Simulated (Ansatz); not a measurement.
```
atom    x (Å)    y (Å)    z (Å)
  Sn  -1.0783  -0.4517  -0.4763
   O   1.8966  -1.0572  -0.0484
   H  -0.3964  -0.4479  -2.0270
   H  -1.0863  -1.9397   0.3434
   H  -2.6150   0.2976  -0.4454
   H   1.6453  -0.2126   0.3580
   O   0.0235   0.7702   0.7039
   O  -0.1106   2.0728   0.1085
   H   2.2617  -1.5899   0.6609
   H  -0.5404   2.5585   0.8226
```

The product side of a reaction path; geometry: PBE0-D4/def2-TZVP; a saddle point, not a minimum; core potentials replace the inner electrons of Sn.

Theory: RKS PBE0-D4/def2-TZVPP (Ansatz).

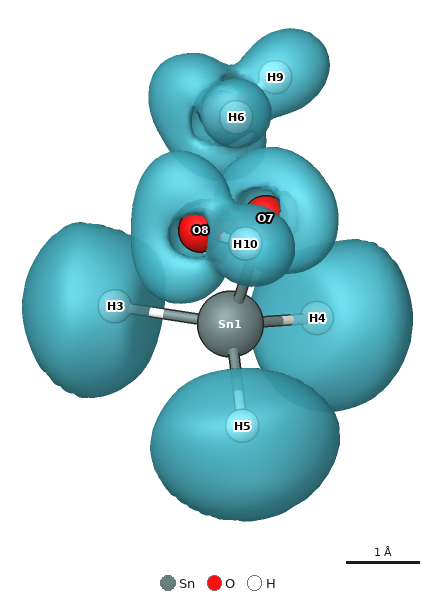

H4O2Sn···H2O. Isosurface of the ELF at 0.8 (cyan), seen at an oblique angle. Core shells and regions of very low density are left out.

Q: Identify the bonds, lone pairs and shells in this picture.

A: The ELF exceeds this value in three regions around hydrogen nuclei, one region wrapped around O (its valence shell) and two joined regions spread over several atoms (H, O), in which their bonds and any lone pairs are merged. Along the contacts the grid gives the following. O7···H6 (1.93 Å): the ELF dips to about 0.10 between them; a closed-shell contact with the geometry of a hydrogen bond. O–O (1.44 Å): the ELF peaks at about 0.75 between the atoms (localised, covalent bonding).
